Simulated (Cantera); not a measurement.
Feed: 1 mol Si, 0.023 mol CO2, 60 mol N2, equilibrated at 13.3 mbar.

Method: chemical equilibrium by Gibbs-energy minimisation in Cantera with the NASA 1993 tables (ideal gas, pure condensed phases). Candidate condensed phases: C, Si, SiC, SiO2, Si2N2O, Si3N4; 34 gas species. N2 is the only nitrogen source here; it is nearly inert below about 1500 K, so the nitride shown seldom forms there in practice. Mutual solubility and eutectic melting of coexisting phases are not modelled. The tables' values for SiN are old estimates; treat these amounts as uncertain. The numbers say what is thermodynamically allowed, not how fast it happens.

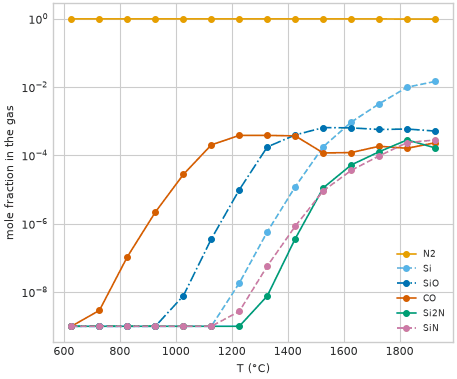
Equilibrium gas composition (values under 1e-9 drawn at 1e-9)

From 627 °C to 1027 °C the condensed part is C(graphite) + Si2N2O(s) + Si3N4(s). At 1127 °C the condensed part is SiC(s) + Si2N2O(s) + Si3N4(s). From 1227 °C to 1327 °C the condensed part is Si2N2O(s) + Si3N4(s). From 1427 °C to 1527 °C the condensed part is SiC(s) + Si3N4(s). From 1627 °C to 1727 °C the condensed part is Si(l) + SiC(s). At 1827 °C the condensed part is Si(l). At 1927 °C nothing is condensed.
